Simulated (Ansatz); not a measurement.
**H₂Cl (doublet): correlated methods under varied settings at distance Cl1–H2 along a hydrogen transfer = 1.363 Å**

What do other methods and options give for H₂Cl (doublet) at this geometry, and how long do they take?

Computed with Ansatz 0.2.0, Gaussian basis. Level: the settings change from run to run.

10 further runs of the same task are left out: 2 for a mislabelled method, 7 that didn't finish, 1 set aside as unsound or not needed.

## (1) What is computed

The geometry derives from fragments relaxed apart (PBE0/def2-TZVP) and kept rigid, so it is no stationary point. A hydrogen atom is moved between rigid fragments.

3 atoms, charge 0, spin multiplicity 2.

Atoms are counted from 1 here; the program's logs count them from 0.

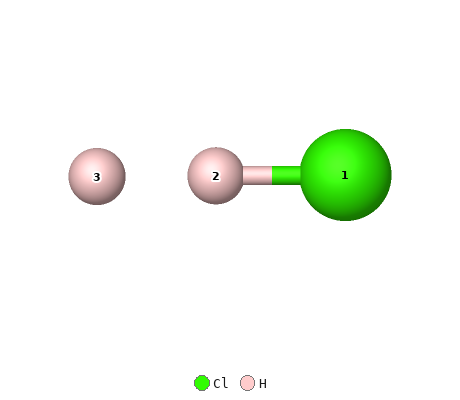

The structure; chlorine green, hydrogen pink; atoms are numbered from 1 in the order of the file.

## (2) CASSCF(7,6)/cc-pVDZ

Input file in.yaml:

```yaml
crystal:
  periodic: [false, false, false]
  atoms:
    - {symbol: Cl, position_ang: [0.000000, 0.000000, -1.326333]}
    - {symbol: H, position_ang: [0.000000, 0.000000, 0.036667]}
    - {symbol: H, position_ang: [0.000000, 0.000000, 1.289667]}
basis:
  gaussian: {orbitals: cc-pVDZ}
magnetization: {spin_polarized: false, initial_magnetization: 1}
correlation: {active_space: {window: {electrons: 7, orbitals: 6}}}
```

Run with:

```console
$ ansatz run in.yaml --threads 1 --pin off --events-out ev --progress --plain --max-ram 2393MiB
```

The log of the run:

```text
Functional definition: HF
  name "HF"
  cite "Fock, Z. Phys. 61, 126 (1930) doi:10.1007/BF01340294"
  parent pbe
  exchange = exact_x
  correlation = 0
284 factors; integrals over basis functions are off by at most 1.4e-3 eV
mean field evaluation 1: about -12531.8380 eV, gradient 1.1e1 eV
mean field evaluation 2: about -12531.8480 eV, gradient 1.1e1 eV
mean field evaluation 4: about -12532.7390 eV, gradient 1.7e0 eV
mean field evaluation 8: about -12532.7804 eV, gradient 5.8e-2 eV
mean field -12532.78042020 eV, -460.5711854187 hartree, gradient 2.5e-6 eV, S^2 0.750000; 0 other end points of the search recorded, 0 dependent functions left out
reference -12532.78042020 eV, -460.5711854187 hartree; 10, 9 occupied and 18, 19 virtual orbitals, 284 factors
state -12533.74769587 eV, -460.6067321441 hartree
Total energy: -12533.74769587 eV, -460.6067321441 hartree
```

Wall time 0.72 s (1 thread of Arm Neoverse V1, shared host).

From the report: 300 determinants; active occupations 2.00, 1.99, 1.97, 1.00, 0.03, 0.01.

## (3) CCSD(T)/def2-SVPD

Input file in.yaml:

```yaml
crystal:
  periodic: [false, false, false]
  atoms:
    - {symbol: Cl, position_ang: [0.000000, 0.000000, -1.326333]}
    - {symbol: H, position_ang: [0.000000, 0.000000, 0.036667]}
    - {symbol: H, position_ang: [0.000000, 0.000000, 1.289667]}
basis:
  gaussian: {orbitals: def2-SVPD, fitting: {mean_field: def2-universal-jkfit}}
magnetization: {spin_polarized: true, initial_magnetization: 1}
hamiltonian: {xc: {name: PBE0}}
correlation: {method: ccsd_t, electrons: all}
scf: {omitted_lower_state_checks: [cluster_reference]}
```

Launched as before.

The log of the run, cut to the lines that bear on the results:

```text
Functional definition: PBE0
  name "PBE0"
  cite "Adamo & Barone, J. Chem. Phys. 110, 6158 (1999) doi:10.1063/1.478522"
  cite "Perdew, Burke & Ernzerhof, Phys. Rev. Lett. 77, 3865 (1996) doi:10.1103/PhysRevLett.77.3865"
  parent pbe
[...]
164 factors; integrals over basis functions are off by at most 4.9e-1 eV
[...]
mean field -12544.77244858 eV, -461.0118843332 hartree, gradient 2.6e-6 eV, S^2 0.754484; 0 other end points of the search recorded, 0 dependent functions left out
reference -12528.83540202 eV, -460.4262086746 hartree; 10, 9 occupied and 33, 34 virtual orbitals, 164 factors
second order -4.87987942 eV of doubles, -0.12525730 eV of singles
cycle   1  -5.25596942 eV  change   -2.5e-1 eV  update   3.8e-2
[...]
cycle   9  -5.37011963 eV  change    7.3e-6 eV  update   1.6e-5
perturbative correction -0.13218540 eV, -0.0048577240 hartree
Total energy: -12534.33770705 eV, -460.6284146549 hartree
Checks for a lower state left out: cluster_reference
```

Wall time 1.4 s (1 thread of Arm Neoverse V1, shared host).

From the report: ⟨S²⟩ of the determinant 0.754 (pure doublet: 0.75); correlation -5.5023 eV; T1 0.007; largest double amplitude 0.04. The orbitals are Kohn-Sham ones, so correlation energy and T1 don't compare with those on Hartree-Fock orbitals.

## (4) BCCD on UHF/6-31G

Input file in.yaml:

```yaml
crystal:
  periodic: [false, false, false]
  atoms:
    - {symbol: Cl, position_ang: [0.000000, 0.000000, -1.326333]}
    - {symbol: H, position_ang: [0.000000, 0.000000, 0.036667]}
    - {symbol: H, position_ang: [0.000000, 0.000000, 1.289667]}
basis:
  gaussian: {orbitals: 6-31G, fitting: {mean_field: def2-universal-jkfit}}
magnetization: {spin_polarized: true, initial_magnetization: 1}
correlation: {method: bccd, electrons: all}
```

Launched as before.

The log of the run, cut to the lines that bear on the results:

```text
Functional definition: HF
  name "HF"
  cite "Fock, Z. Phys. 61, 126 (1930) doi:10.1007/BF01340294"
  parent pbe
[...]
164 factors; integrals over basis functions are off by at most 1.3e-1 eV
[...]
mean field -12531.50676737 eV, -460.5243795404 hartree, gradient 2.2e-6 eV, S^2 0.766763; 0 other end points of the search recorded, 0 dependent functions left out
reference -12531.50676737 eV, -460.5243795404 hartree; 10, 9 occupied and 7, 8 virtual orbitals, 164 factors
second order -1.42667469 eV of doubles, -0.00000000 eV of singles
cycle   1  -1.61791416 eV  change   -1.9e-1 eV  update   3.8e-2
[...]
cycle   9  -1.72166751 eV  change    1.4e-5 eV  update   1.0e-5
Total energy: -12533.22843488 eV, -460.5876496543 hartree
```

Wall time 0.36 s (1 thread of Arm Neoverse V1, shared host).

From the report: ⟨S²⟩ of the determinant 0.767 (pure doublet: 0.75); correlation -1.7217 eV; largest double amplitude 0.08.

## (5) CASSCF(11,7)/6-31G

Input file in.yaml:

```yaml
crystal:
  periodic: [false, false, false]
  atoms:
    - {symbol: Cl, position_ang: [0.000000, 0.000000, -1.326333]}
    - {symbol: H, position_ang: [0.000000, 0.000000, 0.036667]}
    - {symbol: H, position_ang: [0.000000, 0.000000, 1.289667]}
basis:
  gaussian: {orbitals: 6-31G}
magnetization: {spin_polarized: false, initial_magnetization: 1}
correlation: {active_space: {window: {electrons: 11, orbitals: 7}}}
```

Same command.

The log of the run:

```text
Functional definition: HF
  name "HF"
  cite "Fock, Z. Phys. 61, 126 (1930) doi:10.1007/BF01340294"
  parent pbe
  exchange = exact_x
  correlation = 0
204 factors; integrals over basis functions are off by at most 5.3e-4 eV
mean field evaluation 1: about -12530.5476 eV, gradient 1.1e1 eV
mean field evaluation 2: about -12530.5488 eV, gradient 1.1e1 eV
mean field evaluation 4: about -12531.3966 eV, gradient 1.5e0 eV
mean field evaluation 8: about -12531.4265 eV, gradient 1.8e-5 eV
mean field -12531.42653818 eV, -460.5214311722 hartree, gradient 7.3e-7 eV, S^2 0.750000; 0 other end points of the search recorded, 0 dependent functions left out
reference -12531.42653818 eV, -460.5214311722 hartree; 10, 9 occupied and 7, 8 virtual orbitals, 204 factors
state -12532.06661213 eV, -460.5449534558 hartree
Total energy: -12532.06661213 eV, -460.5449534558 hartree
```

Run time: 0.21 s. Hardware: 1 thread of Arm Neoverse V1, shared host.

From the report: 147 determinants; active occupations 2.00, 2.00, 2.00, 2.00, 1.97, 1.00, 0.03.

## (6) CCSD(T) on UHF/6-31G

in.yaml, as its differences from that of step 5:

```diff
@@ -8,3 +8,4 @@
   gaussian: {orbitals: 6-31G}
-magnetization: {spin_polarized: false, initial_magnetization: 1}
-correlation: {active_space: {window: {electrons: 11, orbitals: 7}}}
+magnetization: {spin_polarized: true, initial_magnetization: 1}
+correlation: {method: ccsd_t, electrons: outside_noble_gas, diis_vectors: 12}
+scf: {omitted_lower_state_checks: [cluster_reference]}
```

Same command.

The log of the run, cut to the lines that bear on the results:

```text
Functional definition: HF
  name "HF"
  cite "Fock, Z. Phys. 61, 126 (1930) doi:10.1007/BF01340294"
  parent pbe
[...]
204 factors; integrals over basis functions are off by at most 5.3e-4 eV
[...]
mean field -12531.50714454 eV, -460.5243934013 hartree, gradient 2.4e-6 eV, S^2 0.766759; 0 other end points of the search recorded, 0 dependent functions left out
5 core orbitals not correlated: weight in the atoms' cores, before any rotation towards them, 1.000 or more for the frozen orbitals, at most 0.000 for the correlated occupied ones
reference -12531.50714454 eV, -460.5243934013 hartree; 5, 4 occupied and 7, 8 virtual orbitals, 204 factors
second order -1.35564270 eV of doubles, -0.00000000 eV of singles
cycle   1  -1.55330426 eV  change   -2.0e-1 eV  update   3.8e-2
[...]
cycle   9  -1.66290799 eV  change    9.8e-6 eV  update   7.0e-6
perturbative correction -0.01465424 eV, -0.0005385335 hartree
Total energy: -12533.18470678 eV, -460.5860426765 hartree
Checks for a lower state left out: cluster_reference
```

Run time: 0.3 s. Hardware: 1 thread of Arm Neoverse V1, shared host.

From the report: ⟨S²⟩ of the determinant 0.767 (pure doublet: 0.75); correlation -1.6776 eV; T1 0.011; largest double amplitude 0.08.

## (7) MRCISD+Q(relaxed)(9,7)/6-31G

Input file in.yaml:

```yaml
crystal:
  periodic: [false, false, false]
  atoms:
    - {symbol: Cl, position_ang: [0.000000, 0.000000, -1.326333]}
    - {symbol: H, position_ang: [0.000000, 0.000000, 0.036667]}
    - {symbol: H, position_ang: [0.000000, 0.000000, 1.289667]}
basis:
  gaussian: {orbitals: 6-31G}
magnetization: {spin_polarized: false, initial_magnetization: 1}
correlation: {method: fic_mrcisd_q_relaxed, electrons: outside_noble_gas, active_space: {window: {electrons: 9, orbitals: 7}}}
scf: {lower_state_search: full}
```

Same command.

The log of the run, cut to the lines that bear on the results:

```text
Functional definition: HF
  name "HF"
  cite "Fock, Z. Phys. 61, 126 (1930) doi:10.1007/BF01340294"
  parent pbe
[...]
204 factors; integrals over basis functions are off by at most 5.3e-4 eV
[...]
mean field -12531.42653818 eV, -460.5214311722 hartree, gradient 7.3e-7 eV, S^2 0.750000; 3 other end points of the search recorded, 0 dependent functions left out
reference -12531.42653818 eV, -460.5214311722 hartree; 10, 9 occupied and 7, 8 virtual orbitals, 204 factors
state -12532.27044981 eV, -460.5524443526 hartree
contracted CI cycle   1: correlation 0.00000000 eV, 0.0000000000 hartree, residual 7.15e0 eV
contracted CI cycle   2: correlation -0.86286887 eV, -0.0317098462 hartree, residual 1.40e0 eV
contracted CI cycle   3: correlation -0.89481118 eV, -0.0328837044 hartree, residual 5.35e-1 eV
contracted CI cycle   4: correlation -0.90042607 eV, -0.0330900476 hartree, residual 1.67e-1 eV
contracted CI cycle   5: correlation -0.90087459 eV, -0.0331065304 hartree, residual 5.76e-2 eV
contracted CI cycle   6: correlation -0.90094517 eV, -0.0331091242 hartree, residual 1.75e-2 eV
contracted CI cycle   7: correlation -0.90095153 eV, -0.0331093580 hartree, residual 8.19e-3 eV
contracted CI cycle   8: correlation -0.90095309 eV, -0.0331094155 hartree, residual 4.25e-3 eV
contracted CI cycle   9: correlation -0.90095349 eV, -0.0331094301 hartree, residual 1.70e-3 eV
contracted CI cycle  10: correlation -0.90095355 eV, -0.0331094322 hartree, residual 6.11e-4 eV
state -12532.27044981 eV, -460.5524443526 hartree; corrected -12533.18662010 eV, -460.5861129898 hartree
Total energy: -12533.18662010 eV, -460.5861129898 hartree
```

Run time: 3.1 s. Hardware: 1 thread of Arm Neoverse V1, shared host.

From the report: 390 determinants; active occupations 2.00, 2.00, 1.99, 1.97, 1.00, 0.03, 0.01.

## (8) BCCD(T) on ROHF/def2-mTZVP

Input file in.yaml:

```yaml
crystal:
  periodic: [false, false, false]
  atoms:
    - {symbol: Cl, position_ang: [0.000000, 0.000000, -1.326333]}
    - {symbol: H, position_ang: [0.000000, 0.000000, 0.036667]}
    - {symbol: H, position_ang: [0.000000, 0.000000, 1.289667]}
basis:
  gaussian: {orbitals: def2-mTZVP}
magnetization: {spin_polarized: false, initial_magnetization: 1}
correlation: {method: bccd_t, electrons: valence, diis_vectors: 2}
```

Same command.

The log of the run, cut to the lines that bear on the results:

```text
Functional definition: HF
  name "HF"
  cite "Fock, Z. Phys. 61, 126 (1930) doi:10.1007/BF01340294"
  parent pbe
[...]
259 factors; integrals over basis functions are off by at most 8.4e-4 eV
[...]
mean field -12532.72047247 eV, -460.5689823801 hartree, gradient 2.0e-6 eV, S^2 0.750000; 0 other end points of the search recorded, 0 dependent functions left out
5 core orbitals not correlated: weight in the atoms' cores, before any rotation towards them, 1.000 or more for the frozen orbitals, at most 0.000 for the correlated occupied ones
reference -12532.72047247 eV, -460.5689823801 hartree; 5, 4 occupied and 18, 19 virtual orbitals, 259 factors
second order -4.05837467 eV of doubles, -0.02842438 eV of singles
cycle   1  -4.44117061 eV  change   -3.5e-1 eV  update   3.9e-2
[...]
cycle  12  -4.55750091 eV  change   -8.1e-7 eV  update   7.7e-6
perturbative correction -0.07171837 eV, -0.0026356016 hartree
Total energy: -12537.34969175 eV, -460.7391030510 hartree
```

It took 0.51 s on 1 thread of Arm Neoverse V1, shared host.

From the report: correlation -4.6292 eV; largest double amplitude 0.05.

## (9) FCI/6-31G

in.yaml, as its differences from that of step 8:

```diff
@@ -7,4 +7,5 @@
 basis:
-  gaussian: {orbitals: def2-mTZVP}
+  gaussian: {orbitals: 6-31G}
 magnetization: {spin_polarized: false, initial_magnetization: 1}
-correlation: {method: bccd_t, electrons: valence, diis_vectors: 2}
+correlation: {method: fci, electrons: valence}
+output: {forces: true}
```

The command is unchanged.

The log of the run, cut to the lines that bear on the results:

```text
Functional definition: HF
  name "HF"
  cite "Fock, Z. Phys. 61, 126 (1930) doi:10.1007/BF01340294"
  parent pbe
[...]
317 factors; integrals over basis functions are off by at most 5.0e-8 eV
[...]
mean field -12531.42662390 eV, -460.5214343224 hartree, gradient 7.3e-7 eV, S^2 0.750000; 0 other end points of the search recorded, 0 dependent functions left out
[...]
5 core orbitals not correlated: weight in the atoms' cores, before any rotation towards them, 1.000 or more for the frozen orbitals, at most 0.000 for the correlated occupied ones
reference -12531.42662390 eV, -460.5214343224 hartree; 5, 4 occupied and 7, 8 virtual orbitals, 317 factors
state -12533.18927839 eV, -460.5862106799 hartree
[...]
Total energy: -12533.18927839 eV, -460.5862106799 hartree
Atom 0 at     0.000000     0.000000    -1.326333 Å, force    -0.000000     0.000000    -0.484126 eV/Å
Atom 1 at     0.000000     0.000000     0.036667 Å, force     0.000000    -0.000000     0.124207 eV/Å
Atom 2 at     0.000000     0.000000     1.289667 Å, force    -0.000000     0.000000     0.359919 eV/Å
Dipole moment:     0.000000    -0.000000     0.385098 e Å
```

Run time: 1.4 s. Hardware: 1 thread of Arm Neoverse V1, shared host.

From the report: 97,616 determinants, symmetry A1.

## (10) All runs side by side

Where basis and cores are those of an earlier FCI/6-31G run (-12533.1893 eV), and the state is the same kind, the miss against it is given.

| level | correlated | functions | energy (eV) | from FCI (meV) | time |
| --- | --- | --- | --- | --- | --- |
| CASSCF(7,6)/cc-pVDZ |  | 28 | -12533.7477 |  | 0.72 s |
| CCSD(T)/def2-SVPD (on PBE0 orbitals) | all | 43 | -12534.3377 |  | 1.4 s |
| BCCD on UHF/6-31G | all | 17 | -12533.2284 |  | 0.36 s |
| CASSCF(11,7)/6-31G |  | 17 | -12532.0666 | 1122.7 | 0.21 s |
| CCSD(T) on UHF/6-31G | outside noble gas | 17 | -12533.1847 | 4.6 | 0.3 s |
| MRCISD+Q(relaxed)(9,7)/6-31G | outside noble gas | 17 | -12533.1866 | 2.7 | 3.1 s |
| BCCD(T) on ROHF/def2-mTZVP | valence | 28 | -12537.3497 |  | 0.51 s |
| FCI/6-31G | valence | 17 | -12533.1893 | 0.0 | 1.4 s |

## (11) Summary of results

| quantity | value |
| --- | --- |
| runs | 8 |
| quickest | CASSCF(11,7)/6-31G, 0.21 s |
| slowest | MRCISD+Q(relaxed)(9,7)/6-31G, 3.1 s |

**Reading.** Total energies in different bases, with other cores or another treatment of relativity can't be set against each other. MRCISD+Q(relaxed)(9,7)/6-31G took 15 times as long as CASSCF(11,7)/6-31G; the jobs differ in more than the method. Among the correlated runs with a miss given, it spans -0 to +5 meV. Hartree-Fock, CASSCF and CASCI lack dynamic correlation by design.
